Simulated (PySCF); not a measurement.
SMILES B[SiH2][GeH3] (H7BGeSi) at its PBE/def2-SVP optimised geometry (Å):

```
10

B      1.6578    -1.2618     0.0000
Si    -0.3288    -1.2618     0.0000
Ge    -0.7450     1.1284     0.0000
H      2.2789    -1.1967    -1.0442
H      2.2783    -1.1932     1.0443
H     -1.0106    -1.8021     1.2303
H     -1.0115    -1.8026    -1.2295
H     -0.1410     1.8020    -1.2605
H     -2.2789     1.3740     0.0024
H     -0.1369     1.8026     1.2583
```

Computed with PBE/def2-TZVP in PySCF. Cells within 0.4 Å of a nucleus heavier than hydrogen are left out (blank, or x).

Map of the HOMO amplitude (bohr^(-3/2)) on the plane z = 0.0 Å; orbital energy -6.82 eV, overall sign arbitrary:

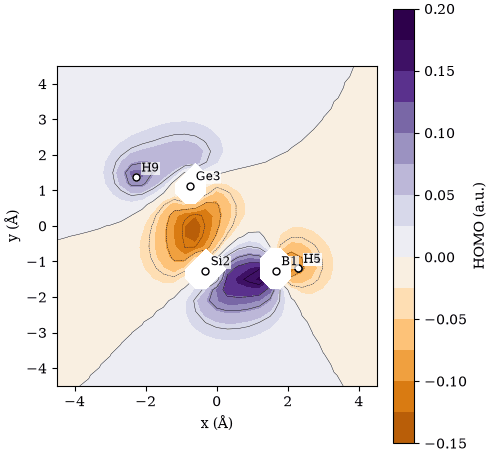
*HOMO amplitude (bohr^(-3/2)) on the plane z = 0.0 Å.*
